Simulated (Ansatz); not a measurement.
# SiNH4 (SMILES [NH][SiH3]): UMP2/def2-TZVP

What is the vertical doublet–quartet gap of SiNH4 at UMP2/def2-TZVP? 

The results are computed with Ansatz 0.2.0.

43 further runs of the same task are left out: 43 set aside as unsound or not needed.

### Step 1. The system as given

SiNH4 has 6 atoms, charge 0, and is taken as a doublet. SMILES: `[NH][SiH3]`. Geometry: relaxed at PBE0-D4/def2-TZVP.

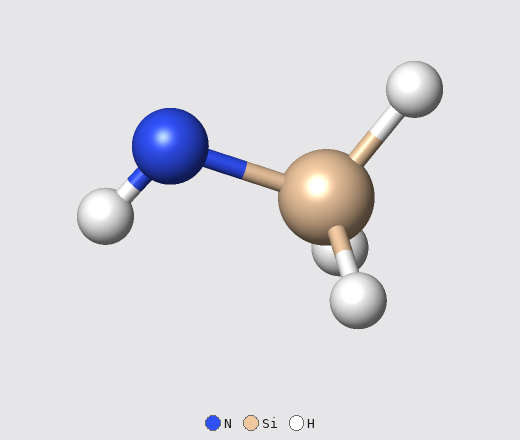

The structure, seen from a chosen angle (nitrogen blue, silicon light orange, hydrogen white).

### Step 2. A single-point energy at UMP2/def2-TZVP

The input, molecule.yaml:

```yaml
basis:
  gaussian:
    orbitals: def2-TZVP
crystal:
  periodic: [false, false, false]
  atoms:
    - {symbol: N, position_ang: [0.592100, -0.835200, 0.909500]}
    - {symbol: Si, position_ang: [-0.203700, 0.347600, -0.110000]}
    - {symbol: H, position_ang: [0.922800, -1.640700, 0.372700]}
    - {symbol: H, position_ang: [-1.310600, -0.282300, -0.885500]}
    - {symbol: H, position_ang: [0.789500, 0.911800, -1.068900]}
    - {symbol: H, position_ang: [-0.748100, 1.434800, 0.736200]}
magnetization:
  spin_polarized: true
  initial_magnetization: 1
correlation:
  method: mp2
  frozen_orbitals: {H: 0, "N": 1, Si: 5}
accuracy: high
```

On the command line:

```sh
$ ansatz run molecule.yaml --threads 1 --pin off --max-ram 3480MiB --events-out events.jsonl --progress --plain --runs-dir runs
```

Output:

```text
Warning: RAYON_NUM_THREADS=1 ignored (pool sized by the plan → 1); use --threads N
Functional definition: HF
  name "HF"
  exchange = exact_x
  correlation = 0
1669 factors; integrals over basis functions are off by at most 3.6e-9 eV
mean field evaluation 1: about -9403.8411 eV, gradient 2.1e1 eV
mean field evaluation 2: about -9403.8520 eV, gradient 2.1e1 eV
mean field evaluation 4: about -9407.0770 eV, gradient 3.1e0 eV
mean field evaluation 8: about -9407.2478 eV, gradient 1.5e-1 eV
mean field evaluation 16: about -9407.0820 eV, gradient 2.0e0 eV
mean field evaluation 32: about -9407.2442 eV, gradient 9.6e-1 eV
mean field -9407.24835524 eV, -345.7100005931 hartree, gradient 6.0e-8 eV, S^2 0.759225; 4 other end points of the search recorded, 0 dependent functions left out
6 core orbitals not correlated: weight in the atoms' cores, before any rotation towards them, 1.000 or more for the frozen orbitals, at most 0.000 for the correlated occupied ones
reference -9407.24835524 eV, -345.7100005931 hartree; 7, 6 occupied and 79, 80 virtual orbitals, 1669 factors
second order -7.85455669 eV of doubles, -0.00000000 eV of singles
Total energy: -9415.10291193 eV, -345.9986502276 hartree
```

Run time: 3.3 s. Hardware: 1 thread of Arm Neoverse V2, shared host; peak memory 0.22 GiB.

### Step 3. The quartet

The input, job.yaml:

```yaml
basis:
  gaussian:
    orbitals: def2-TZVP
crystal:
  periodic: [false, false, false]
  atoms:
    - {symbol: "N", position_ang: [0.592100, -0.835200, 0.909500]}
    - {symbol: Si, position_ang: [-0.203700, 0.347600, -0.110000]}
    - {symbol: H, position_ang: [0.922800, -1.640700, 0.372700]}
    - {symbol: H, position_ang: [-1.310600, -0.282300, -0.885500]}
    - {symbol: H, position_ang: [0.789500, 0.911800, -1.068900]}
    - {symbol: H, position_ang: [-0.748100, 1.434800, 0.736200]}
magnetization:
  spin_polarized: true
  initial_magnetization: 3
correlation:
  method: mp2
  frozen_orbitals: {H: 0, "N": 1, Si: 5}
accuracy: high
```

On the command line:

```sh
$ ansatz run job.yaml --threads 1 --pin off --max-ram 3480MiB --events-out events.jsonl --progress --plain --runs-dir runs
```

Output:

```text
Warning: RAYON_NUM_THREADS=1 ignored (pool sized by the plan → 1); use --threads N
[... 4 set-up lines as earlier in the session ...]
1669 factors; integrals over basis functions are off by at most 3.6e-9 eV
mean field evaluation 1: about -9398.2846 eV, gradient 1.3e1 eV
mean field evaluation 2: about -9398.3019 eV, gradient 1.3e1 eV
mean field evaluation 4: about -9400.6869 eV, gradient 3.4e0 eV
mean field evaluation 8: about -9401.1273 eV, gradient 3.6e-1 eV
mean field evaluation 16: about -9401.1450 eV, gradient 3.0e-5 eV
mean field evaluation 32: about -9401.1445 eV, gradient 2.9e-1 eV
mean field -9401.14500263 eV, -345.4857065218 hartree, gradient 4.5e-8 eV, S^2 3.766635; 4 other end points of the search recorded, 0 dependent functions left out
6 core orbitals not correlated: weight in the atoms' cores, before any rotation towards them, 1.000 or more for the frozen orbitals, at most 0.000 for the correlated occupied ones
reference -9401.14500263 eV, -345.4857065218 hartree; 8, 5 occupied and 78, 81 virtual orbitals, 1669 factors
second order -7.06418561 eV of doubles, -0.00000000 eV of singles
Total energy: -9408.20918824 eV, -345.7453105547 hartree
```

It took 3.6 s on 1 thread of Arm Neoverse V2, shared host; peak memory 0.21 GiB.

### Step 4. What came out

Level: UMP2/def2-TZVP, 6 core orbitals frozen.

| quantity | value |
| --- | --- |
| doublet: total energy | -345.99865 Eh |
| doublet: correlation energy (6 core orbitals frozen) | -288.6 mEh |
| doublet: ⟨S²⟩ of the reference determinant | 0.759 |
| quartet: total energy | -345.74531 Eh |
| quartet: correlation energy (6 core orbitals frozen) | -259.6 mEh |
| quartet: ⟨S²⟩ of the reference determinant | 3.767 |
| vertical energy of the quartet above the doublet | 6.894 eV |

**Reading.** At this shape the quartet lies 6.89 eV (665 kJ/mol) above the doublet.
